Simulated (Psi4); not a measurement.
# doublet P2H3: levels of theory compared

Wanted: a comparison of 3 runs (U-r2SCAN/aug-cc-pVDZ, UBLYP/aug-cc-pVDZ, UPBE0/aug-cc-pVDZ) of doublet P2H3. 

The results are computed with Psi4 1.11.

**1. The molecule**

P2H3: 5 atoms, total charge 0, spin state doublet. SMILES of the parent species: `[PH-]P`. The coordinates come from a GFN2-xTB relaxation. This is one conformer, not always the lowest. That shape belongs to the parent species and isn't relaxed for this state.

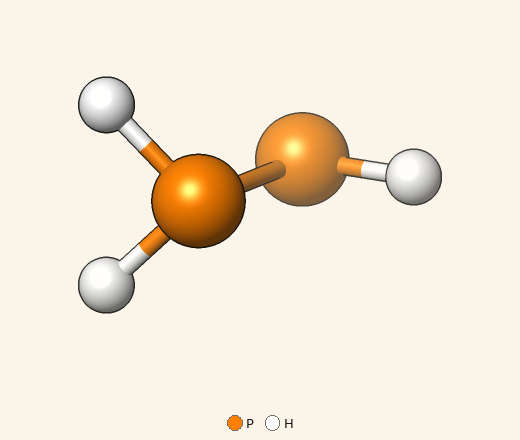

The structure, seen from a chosen angle (phosphorus orange, hydrogen white).

**2. Energy and gradient at U-r2SCAN/aug-cc-pVDZ (run 1)**

calc.in

```
memory 1.6 GB

molecule {
  0 2
  P      0.790170    -1.109400     0.143810
  P     -0.477530     0.546260     0.076070
  H      0.279530    -1.462550     1.364400
  H     -0.983870     0.470170    -1.228180
  H      0.391690     1.555520    -0.356110
  symmetry c1
  no_reorient
  no_com
}

set {
  basis aug-cc-pVDZ
  reference uks
  puream true
  e_convergence 1e-09
  d_convergence 1e-08
  scf_type pk
  dft_radial_points 99
  dft_spherical_points 590
  maxiter 200
}

e, wfn = gradient("r2scan", return_wfn=True)
oeprop(wfn, "LOWDIN_CHARGES", "DIPOLE", "MAYER_INDICES")
```

Started as:

```console
psi4 -n 1 calc.in calc.out
```

calc.out:

```text
[...]
  Running in c1 symmetry.
[...]
  Nuclear repulsion =   83.733879812467507
[...]
  Multiplicity = 2
[...]
  Nalpha       = 17
  Nbeta        = 16
[...]
    Number of basis functions: 81
[...]
   @UKS iter   1:  -684.32611764400122   -1.25060e-01   3.94850e-03 DIIS/ADIIS
[...]
   @UKS iter  12:  -684.40133923934104   -1.36424e-11   7.61461e-09 DIIS
[...]
   @S^2 Observed:                7.583546129E-01
[...]
  @UKS Final Energy:  -684.40133923934104
   => Energetics <=
    Nuclear Repulsion Energy =             83.7338798124675066
    One-Electron Energy =               -1112.1861230297636212
    Two-Electron Energy =                 391.6065125444804380
    DFT Exchange-Correlation Energy =     -47.5556085665252297
    Empirical Dispersion Energy =           0.0000000000000000
    VV10 Nonlocal Energy =                  0.0000000000000000
    Total Energy =                       -684.4013392393410413
[...]
  -Total Gradient:
     Atom            X                  Y                   Z
    ------   -----------------  -----------------  -----------------
       1       -0.038206332953     0.025318609606     0.027869389688
       2        0.040076584282    -0.035379473993    -0.018762223934
       3        0.008826878699     0.011921380847    -0.027928594131
       4        0.004556585093     0.006871571200     0.015357457340
       5       -0.015107373471    -0.008734335634     0.003242234295
[...]
```

Wall time 37 s (1 thread of Intel Xeon 6975P-C (Granite Rapids), shared host); peak memory 0.93 GiB.

**3. Energy and forces at UBLYP/aug-cc-pVDZ (run 2)**

job.in

```
memory 1600 MB

molecule molecule1 {
  0 2
  P      1.49320489    -2.09646216     0.27176151
  P     -0.90240092     1.03228179     0.14375147
  H      0.52823514    -2.76381894     2.57834232
  H     -1.85924484     0.88849253    -2.32092383
  H      0.74018683     2.93950678    -0.67295037
  units au
  symmetry c1
  no_reorient
  no_com
}

set globals {
  basis                aug-cc-pVDZ
  reference            uks
  puream               true
  e_convergence        1e-09
  d_convergence        1e-08
  scf_type             pk
  dft_radial_points    99
  dft_spherical_points 590
  maxiter              200
}

e_tot, wfn = gradient('blyp', return_wfn=True)
oeprop(wfn, 'WIBERG_LOWDIN_INDICES', 'LOWDIN_CHARGES', 'MAYER_INDICES')
```

Started as:

```console
psi4 -i job.in -o job.out -n 1
```

job.out:

```text
[...]
  Running in c1 symmetry.
[...]
  Nuclear repulsion =   83.733879900091779
[...]
  Multiplicity = 2
[...]
  Nalpha       = 17
  Nbeta        = 16
[...]
    Number of basis functions: 81
[...]
   @UKS iter   1:  -684.32992838014252   -7.56960e-02   4.62387e-03 ADIIS/DIIS
[...]
   @UKS iter  13:  -684.43945141573727   -3.41061e-13   3.68906e-09 DIIS
[...]
   @S^2 Observed:                7.533219566E-01
[...]
  @UKS Final Energy:  -684.43945141573727
   => Energetics <=
    Nuclear Repulsion Energy =             83.7338799000917788
    One-Electron Energy =               -1112.0822997926650260
    Two-Electron Energy =                 391.4845751926580988
    DFT Exchange-Correlation Energy =     -47.5756067158221683
    Empirical Dispersion Energy =           0.0000000000000000
    VV10 Nonlocal Energy =                  0.0000000000000000
    Total Energy =                       -684.4394514157372669
[...]
  -Total Gradient:
     Atom            X                  Y                   Z
    ------   -----------------  -----------------  -----------------
       1       -0.044765766143     0.031187133609     0.030700469807
       2        0.045521679886    -0.038606393370    -0.023344514028
       3        0.010280477355     0.012970332385    -0.031378079203
       4        0.006180392909     0.006477781926     0.019231255406
       5       -0.017217171173    -0.012028059650     0.004790600193
[...]
```

It took 20 s on 1 thread of Intel Xeon 6975P-C (Granite Rapids), shared host; peak memory 1 GiB.

**4. Energy and gradient at UPBE0/aug-cc-pVDZ (run 3)**

h3p2.json

```json
{
  "schema_name": "qcschema_input",
  "schema_version": 1,
  "molecule": {
    "schema_name": "qcschema_molecule",
    "schema_version": 2,
    "symbols": ["P", "P", "H", "H", "H"],
    "geometry": [1.49320489, -2.09646216, 0.27176151, -0.90240092, 1.03228179, 0.14375147, 0.52823514, -2.76381894, 2.57834232, -1.85924484, 0.88849253, -2.32092383, 0.74018683, 2.93950678, -0.67295037],
    "molecular_charge": 0,
    "molecular_multiplicity": 2,
    "fix_symmetry": "c1",
    "fix_com": true,
    "fix_orientation": true
  },
  "driver": "gradient",
  "model": {
    "method": "pbe0",
    "basis": "aug-cc-pVDZ"
  },
  "keywords": {
    "reference": "uks",
    "puream": true,
    "e_convergence": 1e-09,
    "d_convergence": 1e-08,
    "scf_type": "pk",
    "dft_radial_points": 99,
    "dft_spherical_points": 590,
    "maxiter": 200
  }
}
```

Started as:

```console
psi4 --qcschema h3p2.json -n 1 --memory 1600MB
```

stdout:

```text
[...]
  Running in c1 symmetry.
[...]
  Nuclear repulsion =   83.733879900091779
[...]
  Multiplicity = 2
[...]
  Nalpha       = 17
  Nbeta        = 16
[...]
    Number of basis functions: 81
[...]
   @UKS iter   1:  -684.14237883905935   -1.66995e-01   3.33985e-03 ADIIS/DIIS
[...]
   @UKS iter  13:  -684.19586840556155   -7.50333e-12   3.83430e-09 DIIS
[...]
   @S^2 Observed:                7.560805024E-01
[...]
  @UKS Final Energy:  -684.19586840556155
   => Energetics <=
    Nuclear Repulsion Energy =             83.7338799000917788
    One-Electron Energy =               -1112.2469704171371632
    Two-Electron Energy =                 380.0853037261625786
    DFT Exchange-Correlation Energy =     -35.7680816146787848
    Empirical Dispersion Energy =           0.0000000000000000
    VV10 Nonlocal Energy =                  0.0000000000000000
    Total Energy =                       -684.1958684055615549
[...]
  -Total Gradient:
     Atom            X                  Y                   Z
    ------   -----------------  -----------------  -----------------
       1       -0.038038003147     0.024913567027     0.028129362876
       2        0.039205524261    -0.035394510992    -0.017361848329
       3        0.008955895450     0.011906636479    -0.028129907359
       4        0.004906766648     0.007205307561     0.014829905911
       5       -0.015029932019    -0.008630967146     0.002532218631
[...]
```

The result, in JSON:

```text
{
 "driver": "gradient",
 "model": {
  "method": "pbe0",
  "basis": "aug-cc-pVDZ"
 },
 "success": true,
 "return_result": [-0.03803800314713528, 0.024913567027241935, 0.028129362875697866, 0.03920552426089759, -0.03539451099166533, -0.017361848328950158, 0.008955895450156723, 0.011906636479082605, -0.028129907358989653, 0.004906766647681526, 0.007205307561281703, 0.01482990591120753, -0.015029932019017991, -0.008630967146033064, 0.0025322186311208424],
 "properties": {
  "calcinfo_nbasis": 81,
  "calcinfo_nmo": 81,
  "calcinfo_nalpha": 17,
  "calcinfo_nbeta": 16,
  "calcinfo_natom": 5,
  "nuclear_repulsion_energy": 83.73387990009178,
  "return_energy": -684.1958684055616,
  "return_gradient": [-0.03803800314713528, 0.024913567027241935, 0.028129362875697866, 0.03920552426089759, -0.03539451099166533, -0.017361848328950158, 0.008955895450156723, 0.011906636479082605, -0.028129907358989653, 0.004906766647681526, 0.007205307561281703, 0.01482990591120753, -0.015029932019017991, -0.008630967146033064, 0.0025322186311208424],
  "scf_one_electron_energy": -1112.2469704171372,
  "scf_two_electron_energy": 380.0853037261626,
  "scf_xc_energy": -35.768081614678785,
  "scf_dipole_moment": [0.015546577103988213, 0.030457175553642912, -0.0704161813700015],
  "scf_total_energy": -684.1958684055616,
  "scf_total_gradient": [-0.03803800314713528, 0.024913567027241935, 0.028129362875697866, 0.03920552426089759, -0.03539451099166533, -0.017361848328950158, 0.008955895450156723, 0.011906636479082605, -0.028129907358989653, 0.004906766647681526, 0.007205307561281703, 0.01482990591120753, -0.015029932019017991, -0.008630967146033064, 0.0025322186311208424],
  "scf_iterations": 13
 }
}
```

Wall time 21 s (1 thread of Intel Xeon 6975P-C (Granite Rapids), shared host); peak memory 1 GiB.

**5. All runs side by side**

```
run                 level               properties  energy (Eh)  dipole moment (D)  HOMO energy (eV)  LUMO energy (eV)  wall time
  1  U-r2SCAN/aug-cc-pVDZ  (lowdin, dipole, mayer)  -684.401339               0.21             -6.01             -4.13       37 s
  2     UBLYP/aug-cc-pVDZ  (wiberg, lowdin, mayer)  -684.439451               0.19             -5.67             -4.50       20 s
  3     UPBE0/aug-cc-pVDZ                        –  -684.195868               0.20             -6.87             -3.52       21 s
```

**6. What came out**

```
                                 quantity          value
                      run 3: total energy  -684.19587 Eh
                     run 3: dipole moment         0.20 D
run 3: HOMO energy (highest over α and β)       -6.87 eV
 run 3: LUMO energy (lowest over α and β)       -3.52 eV
                              run 3: ⟨S²⟩          0.756
          run 3: largest force on an atom     2.859 eV/Å
```

What this shows: The dipole moment (its size) runs from 0.19 D (UBLYP/aug-cc-pVDZ) to 0.21 D (U-r2SCAN/aug-cc-pVDZ). Totals of different functionals can't be ranked against each other. All runs together took 77 s, the longest 37 s.
